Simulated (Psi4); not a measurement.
**BN (boron nitride), step by step**

Wanted: a structure relaxation (UB3LYP-D4/pcseg-1), then vibrational wavenumbers, then the energy (UMP2/cc-pVTZ) of BN (boron nitride). 

The calculation is run with Psi4 1.11.

**1. The system as given**

The species is BN (2 atoms), meant as a triplet with charge 0. As SMILES, `B#N`. All atoms were displaced at random from a relaxed shape. The run starts from this shape.

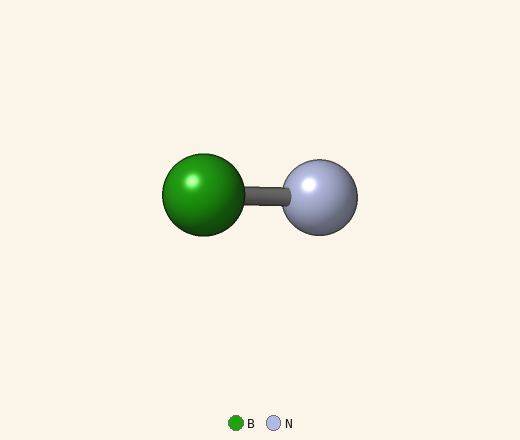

The structure, seen from a chosen angle (boron green, nitrogen light blue).

**2. A geometry optimisation at UB3LYP-D4/pcseg-1 (density fitting) (run 1)**

File job.dat:

```
memory 1.6 GB

molecule {
  0 3
  B
  N 1 r2

  r2 = 1.39054
  symmetry c1
}

set globals {
  basis pcseg-1
  reference uks
  geom_maxiter 60
}

E, wfn = optimize('b3lyp-d4', return_wfn=True)
```

Command:

```sh
$ psi4 job.dat job.out -n 1
```

job.out (excerpt; [...] marks lines left out):

```text
[...]
  Running in c1 symmetry.
[...]
  Nuclear repulsion =   13.319431568635204
[...]
  Multiplicity = 3
[...]
  Nalpha       = 7
  Nbeta        = 5
[...]
    Number of basis functions: 28
[...]
   @DF-UKS iter   1:   -79.24117204603780   -4.96802e-01   1.94632e-02 ADIIS/DIIS
[...]
   @DF-UKS iter   8:   -79.40401658638967   -2.74269e-12   6.54897e-09 DIIS
[...]
   @S^2 Observed:                2.002468030E+00
[...]
    Orbital Energies [Eh]
    ---------------------
    Alpha Occupied:
       1A    -14.369326     2A     -6.846907     3A     -0.853368
       4A     -0.412380     5A     -0.369674     6A     -0.327238
       7A     -0.327203
    Alpha Virtual:
       8A     -0.041956     9A     -0.019363    10A      0.118853
      11A      0.238986    12A      0.248538    13A      0.265220
      14A      0.576954    15A      0.624138    16A      0.682143
      17A      0.713944    18A      1.125278    19A      1.350379
      20A      1.375945    21A      1.401101    22A      1.401174
      23A      1.939909    24A      1.950168    25A      1.955734
[...]
  @DF-UKS Final Energy:   -79.40401658638967
   => Energetics <=
    Nuclear Repulsion Energy =             14.0023220387129221
    One-Electron Energy =                -134.3591902570844070
    Two-Electron Energy =                  49.6999524094333012
    DFT Exchange-Correlation Energy =      -8.7461572443195266
    Empirical Dispersion Energy =          -0.0009435331319619
    VV10 Nonlocal Energy =                  0.0000000000000000
    Total Energy =                        -79.4040165863896732
  UHF NO Occupations:
  HONO-2 :    5  A 1.9994593
  HONO-1 :    6  A 1.0000000
[...]
 Multipole Moments:
 ------------------------------------------------------------------------------------
     Multipole            Electronic (a.u.)      Nuclear  (a.u.)        Total (a.u.)
 ------------------------------------------------------------------------------------
 L = 1.  Multiply by 2.5417464519 to convert [e a0] to [Debye]
 Dipole X            :         -0.0000000            0.0000000           -0.0000000
 Dipole Y            :          0.0000000            0.0000000            0.0000000
 Dipole Z            :         -1.4929258            0.7045110           -0.7884148
 Magnitude           :                                                    0.7884148
[...]
  -Total Gradient:
     Atom            X                  Y                   Z
    ------   -----------------  -----------------  -----------------
       1        0.000000000000     0.000000000000    -0.000196890098
       2       -0.000000000000     0.000000000000     0.000185251636
[...]
    Final optimized geometry and variables:
    Molecular point group: c1
    Full point group: C_inf_v
    Geometry (in Angstrom), charge = 0, multiplicity = 3:
    B
    N             1          r2
    r2        =    1.3227236399
    Psi4 run time: 0:00:08.07
[...]
```

The script printed:

```text
Optimizer: Optimization complete!
```

Wall time 9.6 s (1 thread of AMD EPYC 7B13 (Zen 3), shared host); peak memory 0.26 GiB.

The path in brief:

```
step  energy from the first frame kept (eV)  largest force (eV/Å)
   0                                 0.0000                3.0278
   1                                -0.1106                0.1656
   2                                -0.1108                0.0410
   3                                -0.1108                0.0101
```

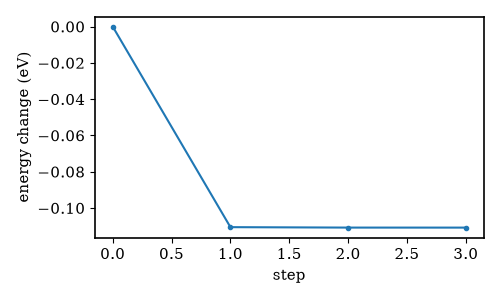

Energy along the run.

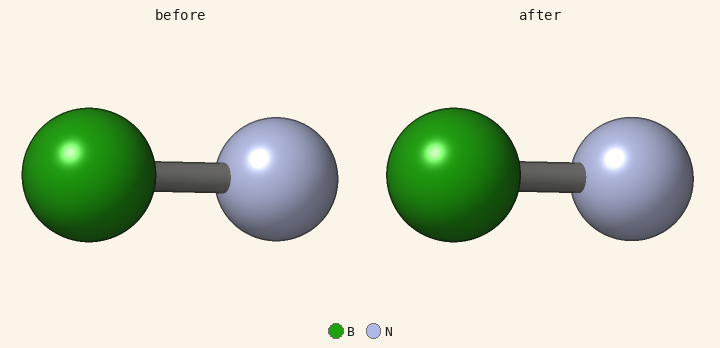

Before and after, at one scale.

After the run. Bond lengths: B1–N2 1.323 Å.

**3. The harmonic vibrations at UB3LYP-D4/pcseg-1 (density fitting) (run 2)**

File job.py:

```python
import psi4

psi4.set_memory('1600 MB')
psi4.set_num_threads(1)
psi4.set_output_file('psi4.out', False)

geom = psi4.geometry("""
0 3
B
N 1 1.322724
units angstrom
""")

options = {'reference': 'uks', 't': 298.15, 'rotational_symmetry_number': 1}
psi4.set_options(options)

E, wfn = psi4.frequencies("b3lyp-d4/pcseg-1", return_wfn=True)
print('E =', round(E, 9))
print('wavenumbers / cm^-1:', wfn.frequencies().np.round(1))
for k in ('ZPVE', 'ENTHALPY', 'GIBBS FREE ENERGY'):
    print(f'{k}: {psi4.variable(k):.8f} Eh')
```

Command:

```sh
$ python job.py
```

psi4.out (excerpt; [...] marks lines left out):

```text
[...]
  Running in c2v symmetry.
[...]
  Nuclear repulsion =   14.002318226213481
[...]
  Multiplicity = 3
[...]
  Nalpha       = 7
  Nbeta        = 5
[...]
    Number of basis functions: 28
[...]
   @DF-UKS iter   1:   -79.24523175142485   -4.60135e-01   3.34607e-02 ADIIS/DIIS
[...]
  Running in cs symmetry.
[...]
   @DF-UKS iter  12:   -79.40401659285558   -4.68958e-13   7.11038e-09 DIIS
[...]
   @S^2 Observed:                2.002468027E+00
[...]
  @DF-UKS Final Energy:   -79.40401659285558
   => Energetics <=
    Nuclear Repulsion Energy =             14.0023136810945825
    One-Electron Energy =                -134.3591735446368887
    Two-Electron Energy =                  49.6999435928623612
    DFT Exchange-Correlation Energy =      -8.7461567890518683
    Empirical Dispersion Energy =          -0.0009435331237736
    VV10 Nonlocal Energy =                  0.0000000000000000
    Total Energy =                        -79.4040165928555837
  UHF NO Occupations:
  HONO-2 :    4 Ap 1.9994593
  HONO-1 :    5 Ap 1.0000000
[...]
 Multipole Moments:
 ------------------------------------------------------------------------------------
     Multipole            Electronic (a.u.)      Nuclear  (a.u.)        Total (a.u.)
 ------------------------------------------------------------------------------------
 L = 1.  Multiply by 2.5417464519 to convert [e a0] to [Debye]
 Dipole X            :          0.0000000            0.0000000            0.0000000
 Dipole Y            :         -0.0012029            0.0005676           -0.0006352
 Dipole Z            :         -1.4929258            0.7045112           -0.7884146
 Magnitude           :                                                    0.7884148
[...]
  -Total Gradient:
     Atom            X                  Y                   Z
    ------   -----------------  -----------------  -----------------
       1        0.000000000000    -0.000000159302    -0.000197712383
       2        0.000000000000     0.000000149931     0.000186081283
[...]
  ==> Harmonic Vibrational Analysis <==
[...]
  Freq [cm^-1]                1561.2495
[...]
  IR activ [km/mol]             0.5381
[...]
  Total E_0, Enthalpy at 0 [K]                                                          -79.40045981 [Eh]
[...]
  Total H, Enthalpy at  298.15 [K]                                                      -79.39715135 [Eh]
[...]
  Total G, Gibbs energy at  298.15 [K]                                                  -79.42066003 [Eh]
[...]
```

Standard output:

```text
E = -79.404016593
wavenumbers / cm^-1: [1561.2]
ZPVE: 0.00355679 Eh
ENTHALPY: -79.39715135 Eh
GIBBS FREE ENERGY: -79.42066003 Eh
```

Run time: 12 s. Hardware: 1 thread of AMD EPYC 7B13 (Zen 3), shared host; peak memory 0.26 GiB.

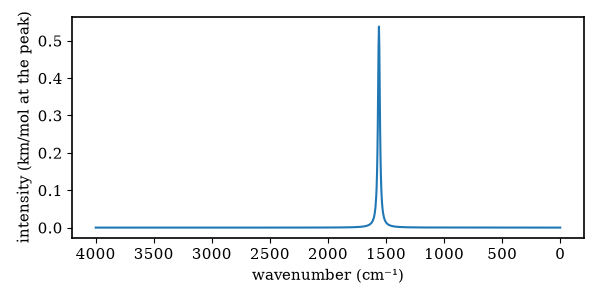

Harmonic infrared spectrum, unscaled, lines broadened by 10 cm⁻¹.

**4. A single-point energy at UMP2/cc-pVTZ (density fitting, density fitting for correlation) (run 3)**

File job.dat:

```
memory 1.6 GB

molecule geom {
  0 3
  B
  N 1 R2

  R2 = 1.322724
}

set globals {
  basis cc-pVTZ
  reference uhf
  freeze_core true
}

energy_value = energy('mp2')
```

Command:

```sh
$ psi4 -i job.dat -o job.out -n 1
```

job.out (excerpt; [...] marks lines left out):

```text
[...]
  Running in c2v symmetry.
[...]
  Nuclear repulsion =   14.002318226213481
[...]
  Multiplicity = 3
[...]
  Nalpha       = 7
  Nbeta        = 5
[...]
    Number of basis functions: 60
[...]
   @DF-UHF iter   1:   -78.94528529171042   -1.04099e+00   1.04811e-02 DIIS/ADIIS
[...]
   @DF-UHF iter  16:   -79.01470730808390   -2.24532e-12   4.41238e-09 DIIS
[...]
   @S^2 Observed:                2.049184946E+00
[...]
    Orbital Energies [Eh]
    ---------------------
    Alpha Occupied:
       1A1   -15.599890     2A1    -7.704172     3A1    -1.134509
       4A1    -0.593586     1B1    -0.509686     5A1    -0.492426
       1B2    -0.428853
    Alpha Virtual:
       2B1     0.080658     2B2     0.111337     6A1     0.186934
       7A1     0.244732     3B1     0.288256     3B2     0.293501
       8A1     0.501850     1A2     0.502929     9A1     0.516916
       4B1     0.645681    10A1     0.646119     4B2     0.661222
       5B1     0.699891     5B2     0.749558    11A1     1.054054
      12A1     1.099319     2A2     1.310452    13A1     1.311651
[...]
  @DF-UHF Final Energy:   -79.01470730808390
   => Energetics <=
    Nuclear Repulsion Energy =             14.0023182262134807
    One-Electron Energy =                -134.3341152587950660
    Two-Electron Energy =                  41.3170897244976985
    Total Energy =                        -79.0147073080838993
  UHF NO Occupations:
  HONO-2 :    1 B2 1.9771123
  HONO-1 :    1 B1 1.0000000
  HONO-0 :    5 A1 1.0000000
  LUNO+0 :    2 B2 0.0228877
  LUNO+1 :    6 A1 0.0015331
[...]
 Multipole Moments:
 ------------------------------------------------------------------------------------
     Multipole            Electronic (a.u.)      Nuclear  (a.u.)        Total (a.u.)
 ------------------------------------------------------------------------------------
 L = 1.  Multiply by 2.5417464519 to convert [e a0] to [Debye]
 Dipole X            :          0.0000000            0.0000000            0.0000000
 Dipole Y            :          0.0000000            0.0000000            0.0000000
 Dipole Z            :         -1.7727049            0.7045112           -1.0681937
 Magnitude           :                                                    1.0681937
[...]
```

It took 2.2 s on 1 thread of AMD EPYC 7B13 (Zen 3), shared host; peak memory 0.2 GiB.

**5. Outcome**

```
                                                                           quantity             value
                                  run 1, UB3LYP-D4/pcseg-1: total energy at the end      -79.40402 Eh
                                            run 1, UB3LYP-D4/pcseg-1: dipole moment            2.00 D
                       run 1, UB3LYP-D4/pcseg-1: HOMO energy (highest over α and β)          -8.39 eV
                        run 1, UB3LYP-D4/pcseg-1: LUMO energy (lowest over α and β)          -5.62 eV
                                              run 1, UB3LYP-D4/pcseg-1: bond length           1.323 Å
                                        run 1, UB3LYP-D4/pcseg-1: dispersion energy      -2.48 kJ/mol
                                                     run 1, UB3LYP-D4/pcseg-1: ⟨S²⟩             2.002
                                      run 2, UB3LYP-D4/pcseg-1: harmonic wavenumber         1561 cm⁻¹
                                        run 2, UB3LYP-D4/pcseg-1: zero-point energy        9.3 kJ/mol
run 2, UB3LYP-D4/pcseg-1: ideal-gas entropy at 298.15 K (symmetry number 1 as used)  49.5 cal/(mol K)
                                                  run 3, UMP2/cc-pVTZ: total energy      -79.23459 Eh
    run 3, UMP2/cc-pVTZ: HOMO energy (Hartree–Fock orbitals) (highest over α and β)         -11.67 eV
     run 3, UMP2/cc-pVTZ: LUMO energy (Hartree–Fock orbitals) (lowest over α and β)           0.03 eV
                   run 3, UMP2/cc-pVTZ: correlation energy (2 core orbitals frozen)        -219.9 mEh
                             run 3, UMP2/cc-pVTZ: ⟨S²⟩ of the reference determinant             2.049
```

In words: The optimisation (run 1, UB3LYP-D4/pcseg-1) took 4 steps and changed the energy by -0.111 eV. The one mode (run 2, UB3LYP-D4/pcseg-1) is real, so the shape is a minimum at this level.
